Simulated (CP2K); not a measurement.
# C2H5FO2Si (SMILES O=COC(F)[SiH3]): GFN1-xTB

What is the energy difference between two shapes of C2H5FO2Si at GFN1-xTB? 

The results are computed with CP2K 2026.2.

2 further runs of the same task are left out: 1 that didn't finish, 1 set aside as unsound or not needed.

## Step 1: The structure to begin with

C2H5FO2Si: 11 atoms, total charge 0, spin state singlet. As SMILES, `O=COC(F)[SiH3]`. Geometry: a rough force-field guess. This is one conformer, not always the lowest.

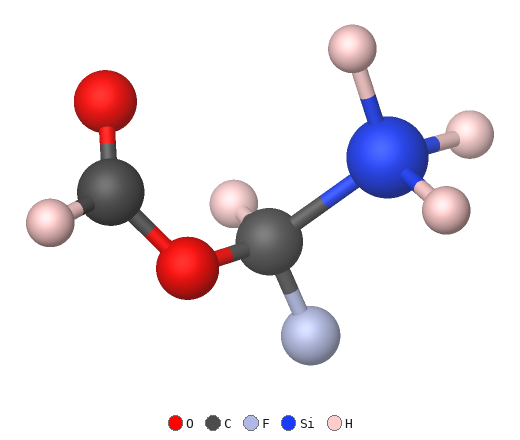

Viewed from a chosen angle; oxygen red, carbon dark grey, fluorine light blue, silicon blue, hydrogen pink.

## Step 2: A single-point energy at GFN1-xTB

The input, gas.inp:

```
&FORCE_EVAL
 METHOD QS
 &DFT
  CHARGE 0
  MULTIPLICITY 1
  &QS
   METHOD XTB
   EPS_DEFAULT 1.0E-10
   &XTB
    GFN_TYPE TBLITE
    &TBLITE
     METHOD GFN1
    &END TBLITE
    CHECK_ATOMIC_CHARGES F
   &END XTB
  &END QS
  &POISSON
   PERIODIC NONE
   POISSON_SOLVER ANALYTIC
  &END POISSON
  &SCF
   SCF_GUESS ATOMIC
   EPS_SCF 1.0E-06
   MAX_SCF 150
   ADDED_MOS 8
   &DIAGONALIZATION
    ALGORITHM STANDARD
   &END DIAGONALIZATION
   &MIXING
    METHOD DIRECT_P_MIXING
    ALPHA 0.4
   &END MIXING
   &SMEAR ON
    METHOD FERMI_DIRAC
    ELECTRONIC_TEMPERATURE [K] 300
   &END SMEAR
  &END SCF
  &PRINT
   &MOMENTS
    PERIODIC F
    REFERENCE COM
    MAX_MOMENT 1
   &END MOMENTS
   &MO ON
    ENERGIES T
    OCCUPATION_NUMBERS T
    NDIGITS 6
    &EACH
     QS_SCF 0
    &END EACH
    ADD_LAST NUMERIC
   &END MO
   &HIRSHFELD OFF
   &END HIRSHFELD
  &END PRINT
 &END DFT
 &SUBSYS
  &CELL
   ABC [angstrom] 15.8 15.9 15.9
   PERIODIC NONE
  &END CELL
  &COORD
   O      0.266200    -2.054500    -0.976500
   C      1.011100    -1.141300    -1.294900
   O      0.836200     0.190300    -1.094500
   C     -0.299200     0.568200    -0.458500
   F     -0.562300     1.860100    -0.822300
   Si    -0.486300     0.483200     1.410400
   H      2.007400    -1.320300    -1.786000
   H     -1.162700     0.022700    -0.920800
   H     -1.818600     0.924600     1.943700
   H      0.546700     1.326100     2.086100
   H     -0.273000    -0.916000     1.933900
  &END COORD
  &TOPOLOGY
   &CENTER_COORDINATES
   &END CENTER_COORDINATES
  &END TOPOLOGY
 &END SUBSYS
&END FORCE_EVAL

&GLOBAL
 PROJECT gas
 RUN_TYPE ENERGY
 PRINT_LEVEL MEDIUM
&END GLOBAL
```

Run with:

```sh
$ OMP_NUM_THREADS=1 cp2k.psmp gas.inp > gas.out
```

The log of the run:

```text
CP2K| version string:                                       CP2K version 2026.2
[...]
 GLOBAL| Method name                                                        CP2K
[...]
 GLOBAL| Run type                                                         ENERGY
[...]
                             - Atoms:                                         11
[...]
                             - Spherical basis functions:                     39
[...]
 Number of electrons:                                                         36
[...]
  *** SCF run converged in    14 steps ***
[...]
  Fermi energy:                                                -0.32916164032188
[...]
 TB_DIPOLE| Moment [Debye]          0.62358668       0.15525492       0.85910313
 TB_DIPOLE| Derivative [a.u.]       0.00000000       0.00000000       0.00000000
[...]
 ENERGY| Total FORCE_EVAL ( QS ) energy [hartree]            -23.301524403751284
[...]
```

Wall time 0.26 s (1 thread of Arm Neoverse V1, shared host).

## Step 3: The distorted shape at the same level

The input, calc.inp:

```
&FORCE_EVAL
  METHOD Quickstep
  &DFT
    &QS
      METHOD XTB
      EPS_DEFAULT 1.0E-10
      &XTB
        GFN_TYPE TBLITE
        &TBLITE
          METHOD GFN1
        &END TBLITE
        CHECK_ATOMIC_CHARGES F
      &END XTB
    &END QS
    &POISSON
      PERIODIC NONE
      POISSON_SOLVER ANALYTIC
    &END POISSON
    &SCF
      SCF_GUESS ATOMIC
      EPS_SCF 1.0E-06
      MAX_SCF 150
      ADDED_MOS 8
      &DIAGONALIZATION
        ALGORITHM STANDARD
      &END DIAGONALIZATION
      &MIXING
        METHOD DIRECT_P_MIXING
        ALPHA 0.4
      &END MIXING
      &SMEAR ON
        METHOD FERMI_DIRAC
        ELECTRONIC_TEMPERATURE [K] 300
      &END SMEAR
    &END SCF
    &PRINT
      &MOMENTS
        PERIODIC F
        REFERENCE COM
        MAX_MOMENT 1
      &END MOMENTS
      &MO ON
        ENERGIES T
        OCCUPATION_NUMBERS T
        NDIGITS 6
        &EACH
          QS_SCF 0
        &END EACH
        ADD_LAST NUMERIC
      &END MO
      &HIRSHFELD OFF
      &END HIRSHFELD
    &END PRINT
  &END DFT
  &SUBSYS
    &CELL
      ABC 15.7 16 15.8
      PERIODIC NONE
    &END CELL
    &COORD
      O      0.301272    -2.025132    -0.927541
      C      0.985038    -1.036384    -1.293744
      O      0.637734     0.132984    -1.213383
      C     -0.248555     0.575646    -0.542347
      F     -0.374299     1.959368    -0.761763
      Si    -0.320686     0.607447     1.381675
      H      1.953342    -1.441279    -1.764006
      H     -1.168384     0.110686    -0.878288
      H     -1.733321     0.973682     1.915283
      H      0.495545     1.335554     2.062660
      H     -0.230903    -0.913433     1.865923
    &END COORD
    &TOPOLOGY
      &CENTER_COORDINATES
      &END CENTER_COORDINATES
    &END TOPOLOGY
  &END SUBSYS
&END FORCE_EVAL

&GLOBAL
  PROJECT calc
  RUN_TYPE ENERGY
  PRINT_LEVEL MEDIUM
&END GLOBAL
```

Run with:

```sh
$ OMP_NUM_THREADS=1 cp2k.psmp calc.inp > calc.out
```

The log of the run:

```text
CP2K| version string:                                       CP2K version 2026.2
[...]
 GLOBAL| Method name                                                        CP2K
[...]
 GLOBAL| Run type                                                         ENERGY
[...]
                             - Atoms:                                         11
[...]
                             - Spherical basis functions:                     39
[...]
 Number of electrons:                                                         36
[...]
  *** SCF run converged in    13 steps ***
[...]
  Fermi energy:                                                -0.30760259965164
[...]
 TB_DIPOLE| Moment [Debye]          1.16643740       1.45442256       0.75818654
 TB_DIPOLE| Derivative [a.u.]       0.00000000       0.00000000       0.00000000
[...]
 ENERGY| Total FORCE_EVAL ( QS ) energy [hartree]            -23.220274087528544
[...]
```

Run time: 0.26 s. Hardware: 1 thread of Arm Neoverse V1, shared host.

## Step 4: What came out

Level: GFN1-xTB.

| quantity | value |
| --- | --- |
| first shape: total energy | -23.30152 Eh |
| first shape: dipole moment (from atomic charges alone) | 1.07 D |
| first shape: HOMO energy | -12.31 eV |
| first shape: LUMO energy | -8.08 eV |
| first shape: HOMO–LUMO gap | 4.23 eV |
| distorted shape: total energy | -23.22027 Eh |
| distorted shape: dipole moment (from atomic charges alone) | 2.01 D |
| distorted shape: HOMO energy | -12.05 eV |
| distorted shape: LUMO energy | -7.49 eV |
| distorted shape: HOMO–LUMO gap | 4.56 eV |
| energy change with the atoms displaced | 2.211 eV |

**Reading.** With the atoms displaced the energy rises by 2.21 eV (51 kcal/mol). The first shape isn't relaxed at this level, so the change isn't measured from a minimum. The dipole (first shape) comes from point charges on the atoms alone, without atomic dipoles, so it is partial. The dipole (distorted shape) comes from point charges on the atoms alone, without atomic dipoles, so it is partial.
